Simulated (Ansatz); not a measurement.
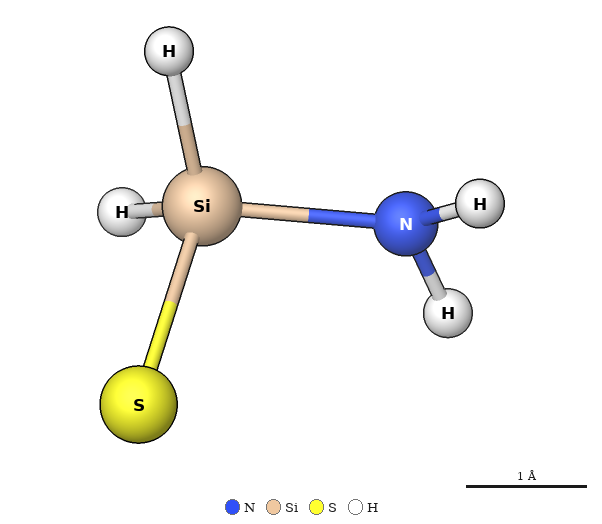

A ball-and-stick model of a molecule.

Charge 0, doublet. The computed structure is the end point of a PBE0-D4/def2-TZVP optimisation.

**What is the molecular formula?**

H4NSSi, 7 atoms: 4 hydrogen, 1 nitrogen, 1 sulfur and 1 silicon.

**How many sets of symmetry-equivalent atoms are there?**

5: 1 N, 1 Si, 1 S, 2 H, 2 H.

**What is the point group of this geometry?**

Cs.

**Does it have rings?**

It has no ring.

**How many bonds of each kind are drawn?**

2 N–H, 2 Si–H, 1 N–Si, 1 S–Si.

The parts below concern this one geometry. Atoms keep their numbers from picture to picture.

### Geometry

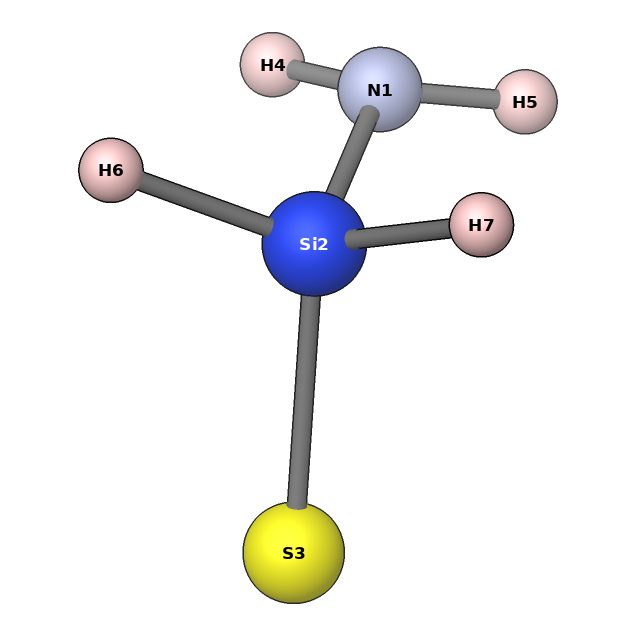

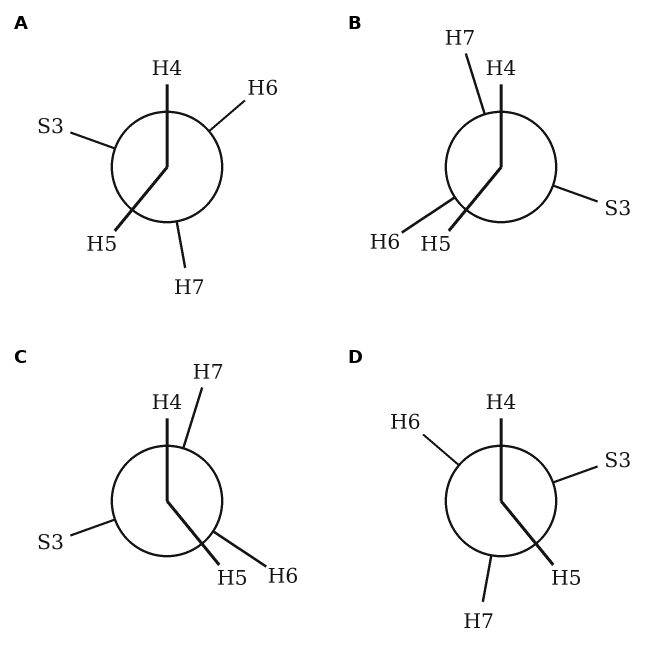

Distant atoms are faded towards the background colour. Bonds that would overlap in a projection are set slightly apart.

**Which Newman projection shows the view along N1–Si2, with N1 in front?**

D. The torsion angle H4–N1–Si2–S3 is 70°, synclinal (gauche).

### Dipole moment

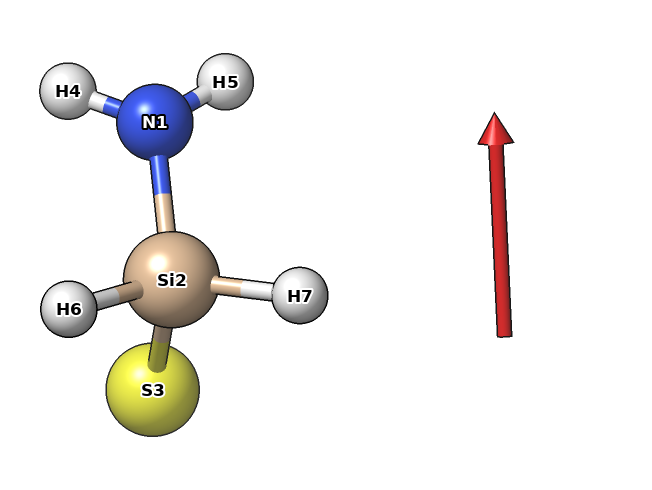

The arrow beside the molecule shows the direction of the dipole moment, from the negative to the positive end (its length means nothing). Method: UKS PBE0-D4/def2-TZVP (Ansatz 0.2.0).

**Estimate the dipole moment.**

1.75 D; it points from the side of S3 to the side of H4, H5 (the outermost atoms at the two ends).

### Levels of theory compared

Program: Ansatz 0.2.0.

Compare HOMO energy (eV) at these levels: B3LYP-D4/def2-TZVPP; BHLYP-D4/def2-TZVPP; CAM-B3LYP-D4/def2-TZVPP; HSE06-D4/def2-TZVPP; PBE0-D4/def2-QZVPP; PBE0-D4/def2-SVP; PBE0-D4/def2-TZVPP; SPW92 (LDA)/def2-TZVPP; r2SCAN-D4/def2-TZVPP; r2SCANh-D4/def2-TZVPP; revPBE-D4/def2-TZVPP; ωB97M-V/def2-SVP.

```
                  level  HOMO energy (eV)
    B3LYP-D4/def2-TZVPP             −6.79
    BHLYP-D4/def2-TZVPP             −8.23
CAM-B3LYP-D4/def2-TZVPP             −8.45
    HSE06-D4/def2-TZVPP             −6.65
     PBE0-D4/def2-QZVPP             −7.11
       PBE0-D4/def2-SVP             −6.84
     PBE0-D4/def2-TZVPP             −7.06
 SPW92 (LDA)/def2-TZVPP             −5.74
   r2SCAN-D4/def2-TZVPP             −6.04
  r2SCANh-D4/def2-TZVPP             −6.54
   revPBE-D4/def2-TZVPP             −5.66
       ωB97M-V/def2-SVP             −9.07
```

### Charges

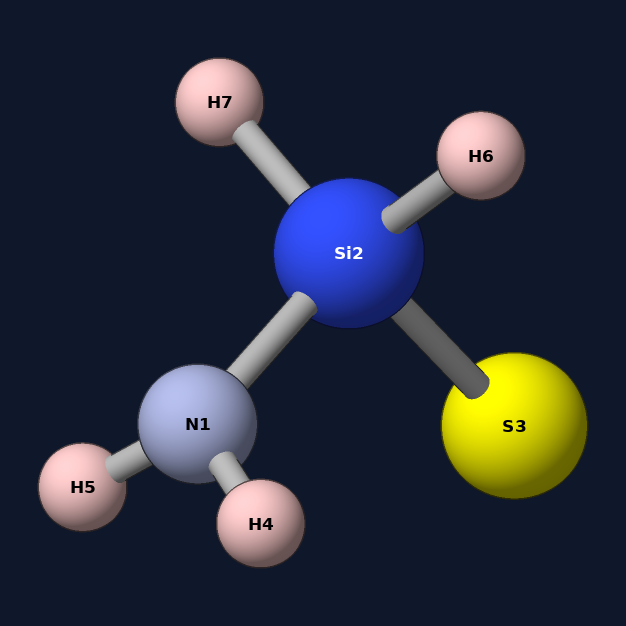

The questions are on Mulliken charges. Level of theory: UKS PBE-D4/def2-TZVPP (Ansatz 0.2.0).

**Which atom carries the highest charge (most positive or least negative)?**

Si2 (0.39 e).

**And the lowest?**

N1 (−0.34 e).

List the Mulliken charges.

```tsv
atom	value (e)
N1	−0.34
Si2	0.39
S3	−0.26
H4	0.17
H5	0.17
H6	−0.06
H7	−0.06
```

Mulliken values depend strongly on the basis set and can even reverse the polarity of a bond.
